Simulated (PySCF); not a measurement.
# Ge2HF5: geometry, electronic excitations

Aim: predict the electronic excitations of Ge2HF5 (`[F][GeH]([F])[Ge]([F])([F])[F]`).

The runs use PySCF 2.14.0, with density-fitted response routines of our own; the level of theory stands in each step. All values are computed, except where a source is named. Atoms count from 0, in the outputs and in this text.

### Step 1. The molecule as given

8 atoms, charge 0, multiplicity 1; geometry from: GFN2-xTB. The atoms were then displaced at random by about 0.01 Å, so the start is not that level's minimum.

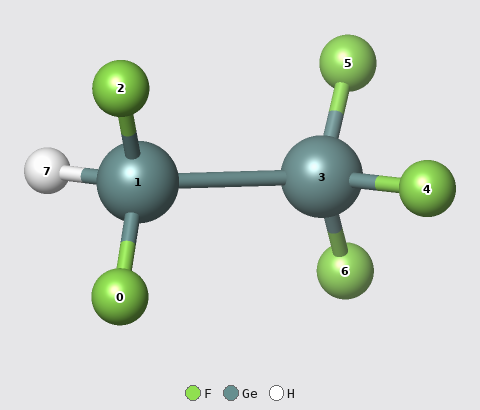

The starting geometry (fluorine green, germanium teal, hydrogen white), atoms numbered; sticks join atoms by distance.

### Step 2. Geometry optimisation at PBE0-D3(BJ)/def2-SVP

Job settings and geometry (Å):

```
{"job": {"xc": "PBE0", "basis": "def2-SVP", "d3": "d3bj", "grid": 1, "shake": 0.01, "kind": "geom"}, "charge": 0, "multiplicity": 1}
F     -1.790200    -1.269580     1.142100
Ge    -1.283050    -0.171500    -0.110030
F     -2.100360     1.294800     0.340480
Ge     1.225390     0.139550     0.026160
F      1.993950     0.667740     1.470190
F      1.820220     1.254090    -1.160540
F      2.106210    -1.304840    -0.363390
H     -1.917030    -0.629400    -1.397430
```

Command:

```
$ OMP_NUM_THREADS=1 python probes_run.py task.json out
```

This one command runs all jobs of the session in turn.

**Question.** This job is followed by: TDDFT PBE0/aug-cc-pVDZ, vertical, gas phase, core orbitals frozen in the response. Predict these results of the whole session: point group; rotational constants (main isotopes); lowest singlet (PBE0/aug-cc-pVDZ); brightest single state of those computed; lowest triplet.

**Answer**, as computed:

| quantity | value |
| --- | --- |
| point group | C1 |
| rotational constants (main isotopes) | 2.14, 0.81, 0.75 GHz |
| lowest singlet (PBE0/aug-cc-pVDZ) | 7.10 eV (175 nm), f = 0.021 |
| brightest single state of those computed | state 3, 7.58 eV, f = 0.551 |
| lowest triplet | 6.11 eV |

**Reading.** The optimisation took 11 steps and gained 0.176 eV; among the close pairs (by a distance rule), Ge1–Ge3 changed most, from 2.531 to 2.426 Å. The first singlet state (HOMO→LUMO+1 0.97) lies at 7.10 eV and is weak; of the 10 states computed, the strongest absorption comes from state 3 at 7.58 eV. The lowest triplet lies 0.98 eV below the lowest singlet (triplets in Tamm-Dancoff, singlets in full TDDFT).
